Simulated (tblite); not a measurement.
Run report: C₅H₇F₂ (charge +1), molecular dynamics (part 3 of 3)

Continued. System: C₅H₇F₂, charge +1, SMILES C=C[CH+]CC(F)F. Method: GFN2-xTB Langevin dynamics, gas phase (tblite 0.8.0). It belongs to a series of runs on one base structure; here: H on C replaced by CHF2.

Geometry of the input (Å):
```
C  2.6704  -0.3686  0.3593
C  1.4327  -0.7389  -0.0705
C  0.3573  0.1514  -0.0305
C  -0.9649  -0.1457  -0.5171
C  -2.1226  0.5600  0.2451
F  -1.7885  1.8361  0.4932
F  -3.2189  0.5601  -0.5152
H  2.8665  0.6213  0.7492
H  3.5052  -1.0542  0.3254
H  1.2714  -1.7378  -0.4589
H  0.5254  1.1487  0.3736
H  -1.0078  0.3186  -1.5249
H  -1.1727  -1.2110  -0.6508
H  -2.3543  0.0594  1.1999
```

### Trajectory as extended XYZ, continued
```
14
Properties=species:S:1:pos:R:3:forces:R:3 step=29 time_fs=725.0 energy=-630.51717 temperature=293.5
C     2.7606   -0.9035   -0.2080    0.3783   0.0367  -1.0657
C     1.4996   -0.7403   -0.7097    0.1500  -1.0723  -1.6894
C     0.5460   -0.3717    0.1707   -2.2332   0.6464   2.2586
C    -0.8869   -0.5091   -0.1517    0.6553   1.1077   0.5437
C    -1.7746    0.5543    0.6936    0.9462  -1.9116   1.3908
F    -2.2059   -0.1798    1.7883    0.2516   0.8099  -0.6786
F    -0.9932    1.5580    1.1883   -0.3769  -0.8787  -0.5441
H     3.1171   -0.5046    0.7485   -0.3556  -0.2282  -0.3941
H     3.4784   -1.3942   -0.8579    0.2205  -0.0270   0.2667
H     1.0262   -1.0757   -1.7187    1.7297   0.4085   1.3488
H     0.8267   -0.0497    1.2059   -0.3015  -0.1126  -0.8247
H    -0.9685   -0.4115   -1.2203   -0.4670   0.4853  -0.7056
H    -1.1062   -1.6088   -0.0573   -0.4483   0.8297   0.6949
H    -2.6557    1.0110    0.2602   -0.1493  -0.0937  -0.6011
14
Properties=species:S:1:pos:R:3:forces:R:3 step=30 time_fs=750.0 energy=-630.72512 temperature=526.8
C     2.7640   -1.1173   -0.1123    0.1403   0.3576   0.0481
C     1.5887   -0.7491   -0.6109   -2.5037   0.2531  -1.3264
C     0.5270   -0.3452    0.1961    0.9750   0.0232   1.5128
C    -0.8575   -0.3190   -0.1401   -0.1088  -1.5980  -0.5747
C    -1.7181    0.5168    0.7658   -1.5433   0.0174   0.6077
F    -2.2144   -0.1353    1.8473   -0.1034  -0.6190  -0.4629
F    -0.9639    1.4244    1.2990    1.5991   2.0637   0.9502
H     3.1536   -0.8264    0.8231    0.1386   0.1431   0.9787
H     3.3575   -1.6883   -0.7400    1.4003  -0.9448  -0.9185
H     1.2444   -0.9189   -1.6437    0.7721  -0.1917   0.1899
H     0.8177   -0.2187    1.2544   -0.4002   0.2534  -0.2496
H    -1.0624   -0.2085   -1.1893   -0.0376   0.6149  -0.7978
H    -1.1457   -1.3987   -0.0629   -0.1457   0.1112   0.4102
H    -2.5490    1.0764    0.3014   -0.1828  -0.4841  -0.3677
14
Properties=species:S:1:pos:R:3:forces:R:3 step=31 time_fs=775.0 energy=-630.45396 temperature=371.6
C     2.8249   -1.1232   -0.0214    1.8086  -0.5214   0.4505
C     1.6578   -0.9212   -0.5756   -3.5660   1.3610   0.3025
C     0.5520   -0.4647    0.2304   -0.0656  -1.3637  -0.6261
C    -0.8595   -0.3241   -0.0936    0.8272  -0.4258  -0.6296
C    -1.6710    0.5237    0.8648   -1.8983   1.4045  -0.0776
F    -2.3609   -0.1700    1.8507    1.3581   0.6114  -1.0242
F    -0.9249    1.5089    1.3918    0.0601  -0.4294   0.5564
H     2.7229   -1.1209    1.0137    0.9282   0.0943   1.8636
H     3.7631   -1.3792   -0.4851   -0.1208  -0.0680  -0.1635
H     1.4637   -1.0144   -1.5815   -0.2303  -0.2577  -2.2251
H     0.8468   -0.2075    1.2235   -0.0282   0.3442   0.7657
H    -0.9011   -0.0145   -1.1544   -0.0226   0.5769   0.0120
H    -1.5445   -1.1711   -0.2606    0.5763  -0.7552   0.3290
H    -2.4709    1.0799    0.2686    0.3735  -0.5711   0.4664
14
Properties=species:S:1:pos:R:3:forces:R:3 step=32 time_fs=800.0 energy=-630.34600 temperature=528.0
C     2.8884   -1.0756    0.0251    5.3743  -0.8264   2.0105
C     1.6973   -1.0169   -0.4340   -5.1567  -0.6969  -2.9784
C     0.5684   -0.6661    0.3566   -0.5753   0.4323  -1.9206
C    -0.7982   -0.3913   -0.0677    0.0374  -1.6373  -0.7880
C    -1.7333    0.5908    0.8261    1.7120   0.6288  -0.5215
F    -2.3365   -0.1614    1.7197   -0.5159  -0.0659   0.1803
F    -0.9505    1.4909    1.5649   -0.6818  -1.1820  -1.1668
H     3.1386   -0.8726    1.0859    0.0630   0.0479  -0.8025
H     3.7055   -1.4330   -0.6589   -0.5856   0.5818   0.9712
H     1.5803   -1.3764   -1.4921   -0.4207   0.7813   0.7940
H     0.8185   -0.6088    1.3606    0.1445   0.5062   2.0277
H    -0.9001   -0.4599   -1.2115    0.0219   1.1278   1.3239
H    -1.2222   -1.4594    0.1005    0.1214   0.9773   0.3402
H    -2.4326    1.2144    0.1931    0.4614  -0.6751   0.5300
14
Properties=species:S:1:pos:R:3:forces:R:3 step=33 time_fs=825.0 energy=-630.43129 temperature=495.4
C     2.9106   -1.0229    0.0865    2.9723   0.3768   1.1785
C     1.6586   -1.0149   -0.3167   -2.0397  -1.1938  -2.6648
C     0.5895   -0.7627    0.5293   -0.3227   0.7820   1.0387
C    -0.7508   -0.4400    0.0627    2.7566  -2.2626  -2.2027
C    -1.5767    0.4807    0.8185   -0.5565   3.1581   0.2562
F    -2.4065   -0.1257    1.5976   -1.8445  -0.9779   0.8022
F    -0.9396    1.3445    1.6878    0.5713  -0.5091  -0.7245
H     3.1487   -0.7104    1.1428    0.0919  -0.4599  -1.2233
H     3.7201   -1.2155   -0.6562   -0.5046   0.2079   0.9778
H     1.4673   -1.2965   -1.4231    0.0038   0.6855   1.6432
H     0.7889   -0.7432    1.6397   -0.2397   0.1603  -1.0320
H    -0.7788   -0.2722   -1.0416    0.3084   0.5116   0.4093
H    -1.1087   -1.4846   -0.0207   -0.7464  -0.1558   0.6777
H    -2.0283    1.1655    0.0350   -0.4502  -0.3231   0.8637
14
Properties=species:S:1:pos:R:3:forces:R:3 step=34 time_fs=850.0 energy=-630.42791 temperature=357.7
C     2.9588   -0.9585    0.1568   -0.9406  -0.0112   1.0540
C     1.6441   -1.0070   -0.2219    1.1112   0.6433  -1.7869
C     0.6182   -0.7879    0.6578   -3.1468   0.9020   0.4242
C    -0.7482   -0.4696    0.0528    0.9965  -1.9305   0.5360
C    -1.5997    0.5338    0.8528   -0.6428  -1.0235  -0.8730
F    -2.5904   -0.2054    1.5448    1.4917   1.6393  -0.6869
F    -0.7757    1.1952    1.6340   -0.1138   0.4145   1.3462
H     3.0606   -0.9104    1.2339    0.6697  -0.0934   0.0694
H     3.8194   -0.8829   -0.4744    0.0837  -0.0944  -0.2585
H     1.4259   -0.9017   -1.3119    0.0464  -0.5403   0.8201
H     0.6717   -0.6665    1.7984    0.2212  -0.3697  -1.6790
H    -0.7582   -0.4009   -1.0369    0.5016   0.9261  -0.0878
H    -1.3871   -1.3892    0.0296    0.3866  -0.1725   0.6925
H    -2.0077    1.2742    0.1353   -0.6646  -0.2900   0.4298
14
Properties=species:S:1:pos:R:3:forces:R:3 step=35 time_fs=875.0 energy=-630.72488 temperature=517.6
C     2.9739   -0.9045    0.3252   -0.9106  -1.4935  -0.6313
C     1.7021   -0.9015   -0.2351    2.2539   0.2400   0.9253
C     0.5887   -0.8147    0.5239   -3.4466   0.0842  -0.3057
C    -0.7962   -0.5987   -0.0404    0.8984  -0.5644  -0.2357
C    -1.5813    0.4908    0.7819   -0.4204  -1.3601  -0.7343
F    -2.5554   -0.0839    1.5349    0.4690   0.4394  -0.4972
F    -0.7561    1.0982    1.5755    0.8934   0.9426   1.4027
H     3.1298   -1.1586    1.3629    0.0231   0.5434   0.1870
H     3.8112   -1.0499   -0.3425    0.2069   0.4421   0.0835
H     1.6082   -0.8882   -1.2689   -0.0723   0.1668  -1.7582
H     0.6439   -0.8678    1.5924    0.0493   0.1479   0.5258
H    -0.8710   -0.4882   -1.1503    0.6067   0.5708   0.6798
H    -1.4516   -1.4723    0.0349    0.1889  -0.4848   0.6201
H    -1.9620    1.2196    0.0786   -0.7399   0.3258  -0.2618
14
Properties=species:S:1:pos:R:3:forces:R:3 step=36 time_fs=900.0 energy=-630.42729 temperature=332.0
C     2.8441   -0.9776    0.4732    2.2869   0.1444   0.0148
C     1.7381   -0.8217   -0.3027    1.7314  -0.8576  -0.1889
C     0.6036   -0.7422    0.3841   -4.3989   0.4205  -2.1781
C    -0.7906   -0.6813   -0.1243    0.7460   0.2315   0.2502
C    -1.5516    0.4983    0.6436    1.2475  -0.0388  -0.3219
F    -2.4690    0.0845    1.4386   -2.2850  -1.4335   0.6359
F    -0.7834    1.1688    1.5271    1.1462   0.3565  -0.6135
H     2.9183   -0.7420    1.5753   -0.2307  -0.3437  -1.3701
H     3.7926   -1.2530   -0.0618   -0.7351   0.2075   0.8339
H     1.7020   -1.0674   -1.3307    0.3304   0.2375  -1.0125
H     0.6246   -0.7316    1.3871    0.2221   0.2505   3.5757
H    -0.9490   -0.6284   -1.2074    0.4396   0.4214   0.0814
H    -1.2450   -1.6498    0.1111   -0.3322   0.0600   0.5766
H    -1.9417    1.1913   -0.0971   -0.1683   0.3435  -0.2834
14
Properties=species:S:1:pos:R:3:forces:R:3 step=37 time_fs=925.0 energy=-630.65153 temperature=513.1
C     2.8791   -1.0333    0.5156   -0.8056   0.8830   1.4942
C     1.7694   -0.8809   -0.2494    0.2160   0.0095  -1.3827
C     0.5870   -0.6863    0.4060   -2.6237  -0.0853   0.3931
C    -0.7840   -0.5378   -0.1440    0.1754  -0.3892   2.3674
C    -1.6489    0.5891    0.6142    2.6798   0.0468  -1.0091
F    -2.5621    0.0499    1.3420   -0.7554  -0.4924   1.4648
F    -0.6977    1.2918    1.3577   -1.4601  -0.3367  -0.2424
H     2.6995   -1.0201    1.6170    0.4619  -0.3043  -0.8113
H     3.8720   -0.8942    0.2019    0.9822  -0.3590  -0.5425
H     1.7369   -0.8154   -1.3442    0.4276  -0.2352   0.3599
H     0.6543   -0.5967    1.4872   -0.1984  -0.0274   0.1015
H    -0.8843   -0.5173   -1.1710    0.2696   0.6552  -2.3178
H    -1.3757   -1.4685    0.0564    0.4805   0.1463   0.4831
H    -2.1435    1.2554   -0.0857    0.1503   0.4888  -0.3581
14
Properties=species:S:1:pos:R:3:forces:R:3 step=38 time_fs=950.0 energy=-630.75686 temperature=584.7
C     2.9046   -1.0200    0.5501    0.1250  -0.6255  -0.9625
C     1.7485   -0.8934   -0.1394    0.2319   1.2514  -2.2581
C     0.5152   -0.7361    0.4485   -0.4681  -0.7542   3.3278
C    -0.7478   -0.4914   -0.1677   -1.1294  -0.4388  -1.2644
C    -1.6174    0.5703    0.5758   -0.4033   0.3566  -0.6604
F    -2.6036    0.0660    1.3346    0.6976  -0.1929   0.3115
F    -0.7971    1.3359    1.2921   -0.3067   0.3204   0.5107
H     2.8529   -1.1238    1.5884    0.2479  -0.0861   1.4264
H     3.8438   -1.1885    0.0354   -0.0270   0.2643   0.1547
H     1.8079   -0.6650   -1.2345   -0.0521  -0.6452   0.7625
H     0.5508   -0.8014    1.6390   -0.3378   0.1579  -2.1833
H    -0.6306   -0.2369   -1.2496    0.0559   0.0574   0.5624
H    -1.5292   -1.3137   -0.2261    1.0679   0.0802   0.3090
H    -2.1600    1.1717   -0.1783    0.2982   0.2544  -0.0363
14
Properties=species:S:1:pos:R:3:forces:R:3 step=39 time_fs=975.0 energy=-630.20379 temperature=512.1
C     2.9288   -1.0290    0.6277    1.8194  -1.1831   1.3219
C     1.7692   -0.7890    0.0227   -0.9266   0.5925  -2.9857
C     0.4715   -0.9146    0.5197    1.8648   0.1154   3.6631
C    -0.6546   -0.5263   -0.1790   -2.3835   0.7997  -3.7590
C    -1.6029    0.5737    0.4475   -0.9935  -0.6599   2.7343
F    -2.5476    0.0041    1.3139    0.3400  -0.2304  -1.7746
F    -1.0294    1.3568    1.3941    0.9133   0.1364  -1.3363
H     3.0117   -1.2658    1.7204   -0.0249   0.2682  -1.0715
H     3.8416   -1.1316    0.0018   -0.5354   0.4035   0.7825
H     1.8620   -0.4738   -1.0973   -0.3836  -0.5714   1.7461
H     0.3504   -1.1980    1.6803    0.1891   0.4213  -2.3269
H    -0.4838   -0.1635   -1.3348    0.0280  -0.7771   2.5062
H    -1.2678   -1.4778   -0.2908    0.0202   0.8701   0.2111
H    -2.0995    1.1806   -0.3291    0.0726  -0.1854   0.2887
14
Properties=species:S:1:pos:R:3:forces:R:3 step=40 time_fs=1000.0 energy=-630.37165 temperature=439.9
C     2.8748   -1.0380    0.7678    0.5387  -0.8888   3.4452
C     1.7873   -0.6970    0.0891   -3.0157  -1.5265   1.2918
C     0.4388   -0.9499    0.5529    1.5481   0.3101  -0.8710
C    -0.6974   -0.4844   -0.1820   -0.2840   2.3432  -2.3639
C    -1.6777    0.5503    0.5476   -0.8895  -0.7349   0.5673
F    -2.6426   -0.2282    1.2025    1.3759   1.4676  -0.3592
F    -0.9917    1.3692    1.3964   -0.6343  -1.2207  -0.3872
H     2.8214   -1.6524    1.7309   -0.0259   0.7643  -1.2748
H     3.7968   -0.5185    0.6782    0.7691  -0.0858  -0.6368
H     1.8959   -0.3891   -0.8801    0.0967   1.4575  -2.1127
H     0.2224   -1.4442    1.4841    0.2474  -0.0401   0.4277
H    -0.4569    0.1545   -1.1539    0.1032  -1.5174   1.5379
H    -1.2570   -1.3921   -0.5143   -0.1121   0.5553   0.3982
H    -2.2074    1.2600   -0.1550    0.2825  -0.8838   0.3375
```

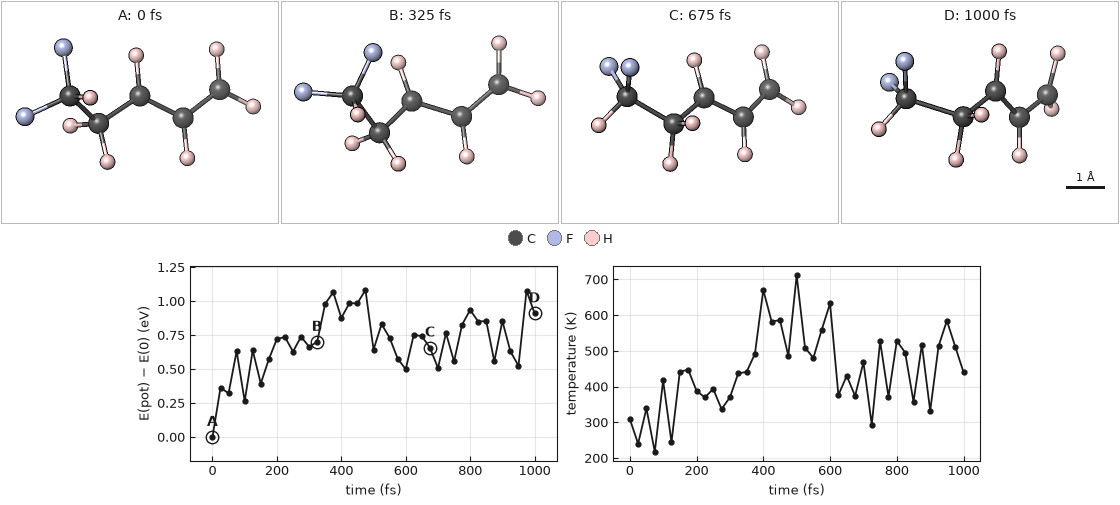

**Figure 1.** Frames of the molecular dynamics (ball-and-stick, seen at a tilt) above the curves, on which the letters mark them. The trajectory kept here has 41 frames over 1000 fs. The temperature starts at 310 K, ranges from 218 to 712 K and averages 477 K over the second half. The potential energy ends 0.910 eV above its first value. After an unweighted best fit of the last frame on the first, the root-mean-square displacement is 1.25 Å, and H14 has moved furthest (2.26 Å).

### Results in brief

| quantity | value |
| --- | --- |
| outcome | finished |
| mean temperature over the second half | 477 K |
| trajectory | 41 frames kept, 1000 fs |
| hardware | 1 CPU thread, shared host |
| wall time | 6.8 s |
| peak memory | 0.18 GiB |
